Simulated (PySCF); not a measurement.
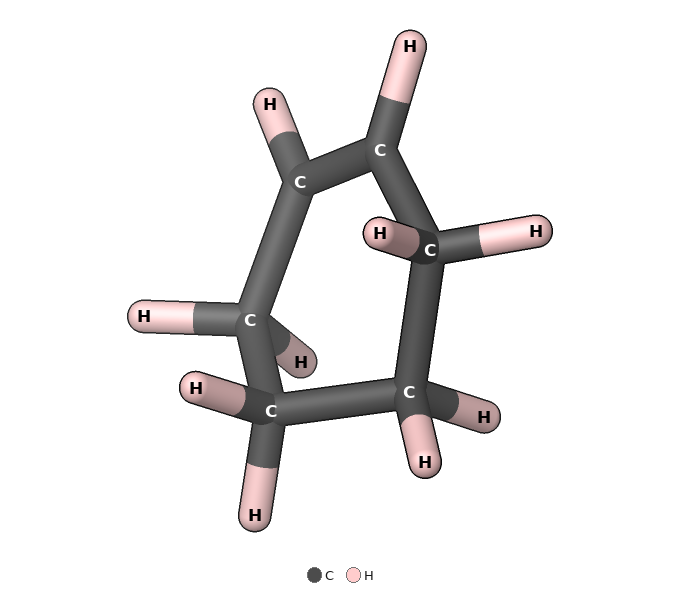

Stick drawing of a structure. Every bond is drawn as one stick, whatever its order.

Identify the structure.

It has 16 atoms: 6 carbon and 10 hydrogen (C6H10). SMILES: `C1=CCCCC1`. Independent rings (smallest set): 1 of 6 members. Among its groups: alkene. This geometry has C2 symmetry. Coordination: 2 C trigonal planar; 4 C tetrahedral.

The parts below concern this one geometry. Atoms keep their numbers from picture to picture. Computed geometry: PBE0-D3(BJ)/def2-SVP optimisation. No frequency run is at hand to confirm it as a minimum.

Levels of theory compared

No frequency run is at hand to confirm it as a minimum. Program: PySCF 2.14.0.

Compare dipole (D), HOMO energy (eV) at these levels: BLYP/pcSseg-1; BP86/pcSseg-1; HF/pcSseg-1; LDA/pcSseg-1; OPBE/pcSseg-1; PBE/pcSseg-1.

```tsv
level	dipole (D)	HOMO energy (eV)
BLYP/pcSseg-1	0.32	−5.59
BP86/pcSseg-1	0.34	−5.83
HF/pcSseg-1	0.30	−9.26
LDA/pcSseg-1	0.36	−5.86
OPBE/pcSseg-1	0.35	−5.70
PBE/pcSseg-1	0.34	−5.74
```

Ring current

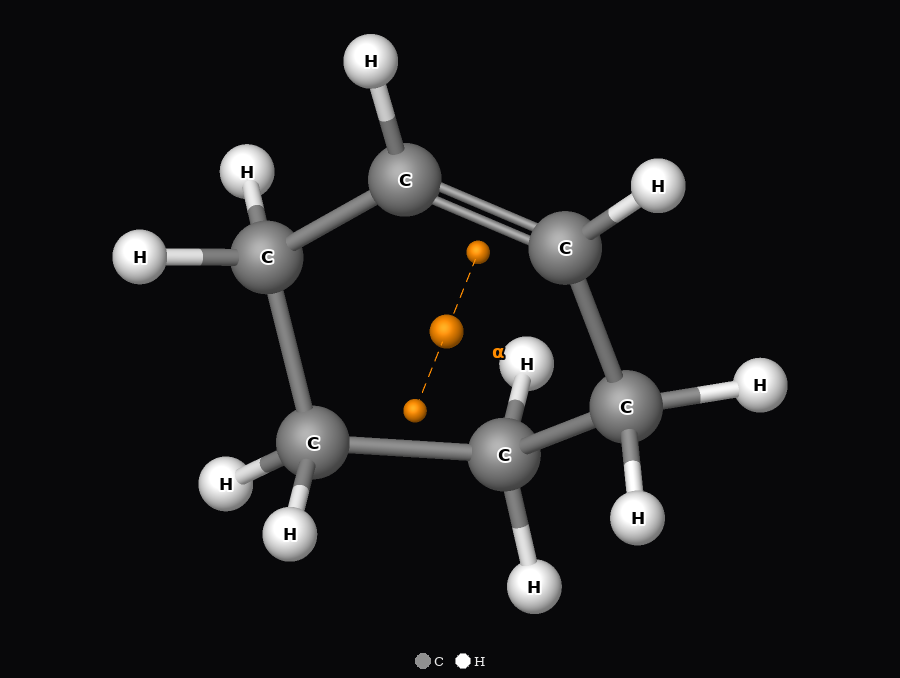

The small points mark where nucleus-independent chemical shifts (NICS) were computed: at the centre of each lettered ring and 1 Å above and below it. No frequency run is at hand to confirm it as a minimum. Method: GIAO PBE/pcSseg-1 NMR shielding, non-relativistic, gas phase (PySCF 2.14.0).

Give NICS(0), NICS(1) and the out-of-plane component NICS(1)zz for each ring (means of the two sides).

```
ring  members  NICS(0)  NICS(1)  NICS(1)zz
   α       C6      0.0     −1.5        2.4
```

Values in ppm.

Question: What do the values say about the ring currents?

Answer: Ring α: weak, as in a non-aromatic ring. NICS is one index among several.

NMR shielding

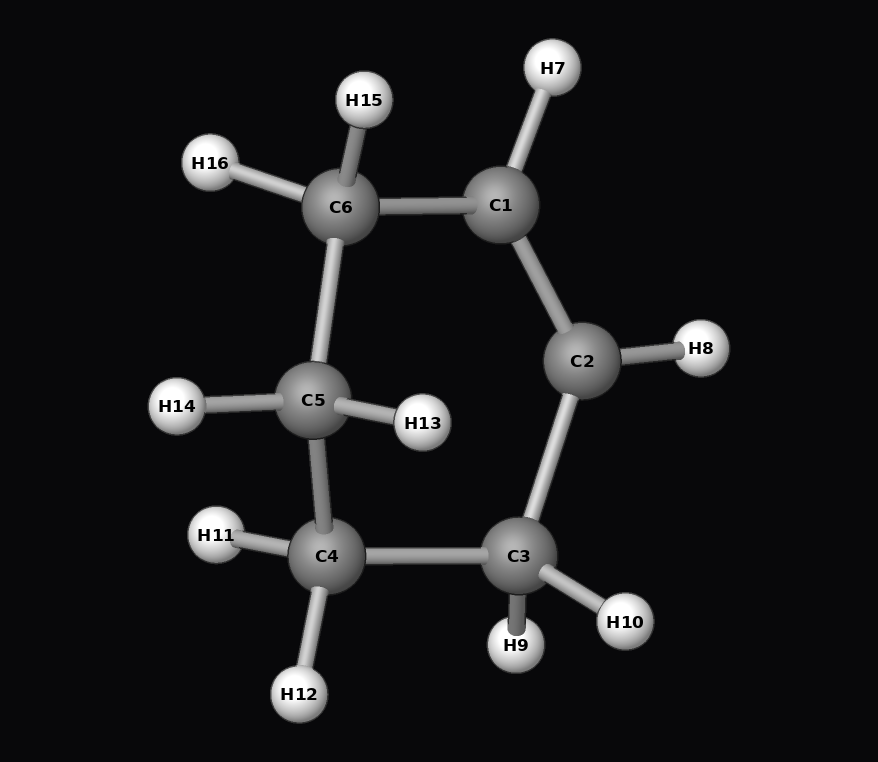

The questions are on isotropic NMR shieldings of the H atoms. No frequency run is at hand to confirm it as a minimum. Method: GIAO OPBE/pcSseg-1 NMR shielding, non-relativistic, gas phase (PySCF 2.14.0).

Question: Which H atom is the most shielded (lowest chemical shift)?

Answer: H11, H13 (29.79 ppm).

Question: Which H atom is the least shielded (highest chemical shift)?

Answer: H7, H8 (25.33 ppm).

Question: How wide is the range of H shifts?

Answer: 4.46 ppm.

Give the isotropic NMR shieldings of the H atoms atom by atom.

| atom | σ (ppm) |
| --- | --- |
| H7 | 25.33 |
| H8 | 25.33 |
| H9 | 29.23 |
| H10 | 29.07 |
| H11 | 29.79 |
| H12 | 29.64 |
| H13 | 29.79 |
| H14 | 29.65 |
| H15 | 29.23 |
| H16 | 29.07 |
